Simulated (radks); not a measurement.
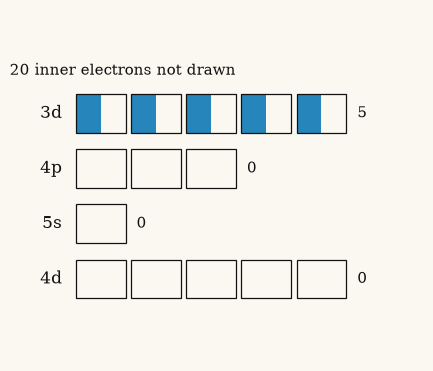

**Figure 1.** The outer shells as the input fills them: a box for each of the 2l + 1 orbitals, shaded by the share of the shell that is filled, with the electron count at the right.

## Run report: Mn, atomic calculation

System: the neutral manganese atom in the configuration [Ar] 3d5 4s2 (high spin). It sits in a hard spherical wall of radius 4 bohr.
Method: non-relativistic Kohn-Sham, PBE, spin-polarised, spherical densities, point nucleus (the in-house radial solver radks).

### Input
```
Z 25
configuration [Ar] 3d5 4s2 4p0 5s0 4d0
relativity non-relativistic
functional pbe,pbe
spin polarised
nucleus point
wall 4 bohr
```

Energies in input and log are in hartree, lengths in bohr.

Hardware: 1 CPU thread, shared host.

### Log
```
1s      1   1.0000        -233.95862235
2s      1   1.0000         -26.69443655
2p      1   3.0000         -22.83770216
3s      1   1.0000          -2.93268973
3p      1   3.0000          -1.83581399
3d      1   5.0000          -0.10306077
4s      1   1.0000           0.07643704
4p      1   0.0000           0.33821462
5s      1   0.0000           1.54684708
4d      1   0.0000           0.83262367
1s      2   1.0000        -233.95911441
2s      2   1.0000         -26.61733835
2p      2   3.0000         -22.77995037
3s      2   1.0000          -2.74619017
3p      2   3.0000          -1.65297145
3d      2   0.0000           0.05801751
4s      2   1.0000           0.13777996
4p      2   0.0000           0.39267513
5s      2   0.0000           1.62116688
4d      2   0.0000           0.89626749
Etot -1150.3538779747348
Ekin 1151.4208601963778
Encl -2741.0579359425474
Eh 491.31262252937086
Exc -52.029424757936184
err 2.8896015963293613e-09
it 14
```

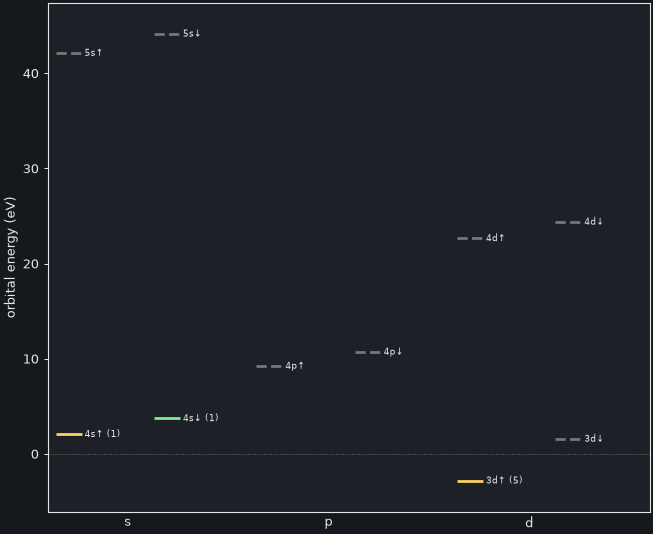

**Figure 2.** The outer levels are drawn by angular momentum (occupations in brackets, up spins at the left of each column and down spins at the right, empty levels dashed). The highest occupied level is 4s down at 3.75 eV. From the top down the occupied levels run 4s down (3.75 eV), 4s up (2.08 eV), 3d up (−2.80 eV). The largest exchange splitting (down less up) among the shells drawn in both spins is that of 3d, 4.38 eV. The wall pushes the highest level above zero, where only the wall holds the electron in. The order isn't aufbau: the empty 3d down level lies under the highest occupied one.

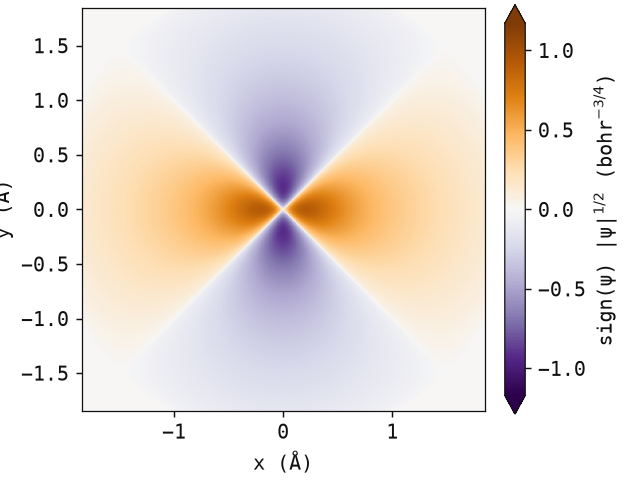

**Figure 3.** The 3d(x²−y²) orbital of down spin. In the xy plane through the nucleus, the colour gives the signed square root of ψ. (1 bohr = 0.529 Å.) The radial function comes from the spherical calculation and is multiplied by a real spherical harmonic; the overall sign is chosen so that the largest lobe of P(r) is positive. It has two nodal planes at 45° to x and y and no radial node. The maximum of P² lies at 0.775 bohr, ⟨r⟩ = 1.24 bohr, 90 % of the charge lies within 2.20 bohr, and the eigenvalue is 1.58 eV (the orbital is empty).

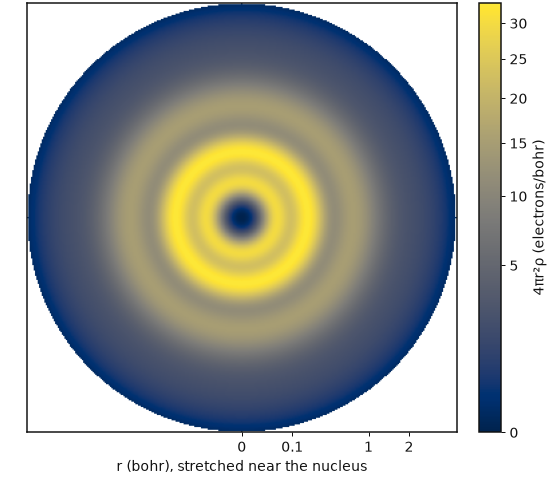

**Figure 4.** The radial density 4πr²ρ as a disc about the nucleus, with the radius drawn as r to the power 0.4. There are 3 maxima, at r = 0.0429, 0.196 and 0.734 bohr, parted by minima at 0.0946 and 0.469 bohr, inside which lie 2.1 and 10.6 electrons. The configuration has 4 principal shells, so not every shell has a maximum of its own.

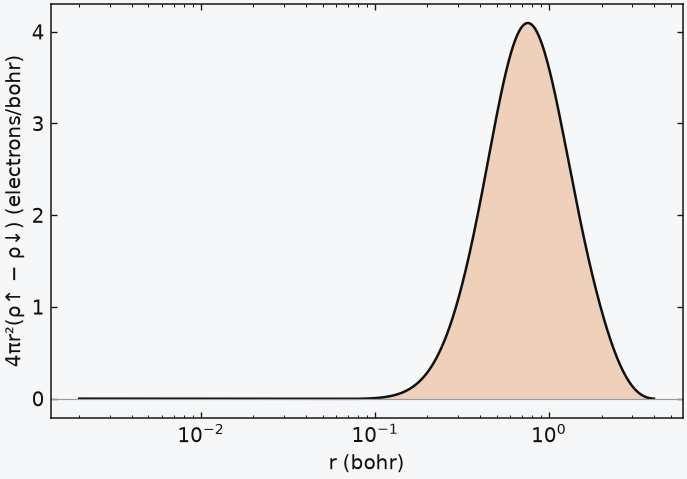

**Figure 5.** The radial spin density. The curve integrates to 5 unpaired electrons, held by 3d (+5). Its largest value, 4.10 electrons/bohr, lies near r = 0.76 bohr. Regions of the opposite sign are negligible. At the nucleus the spin density is −0.377 bohr⁻³.

### Results in brief

| quantity | value |
| --- | --- |
| outcome | converged |
| total energy | −1150.3539 hartree |
| kinetic energy | 1151.4209 hartree |
| electron–nucleus energy | −2741.0579 hartree |
| Hartree energy | 491.312623 hartree |
| exchange–correlation energy | −52.029425 hartree |
| radius at density 0.001 e/bohr³ | 3.59 bohr |
| pressure on the wall | 73.5 GPa |
| SCF iterations | 14 |
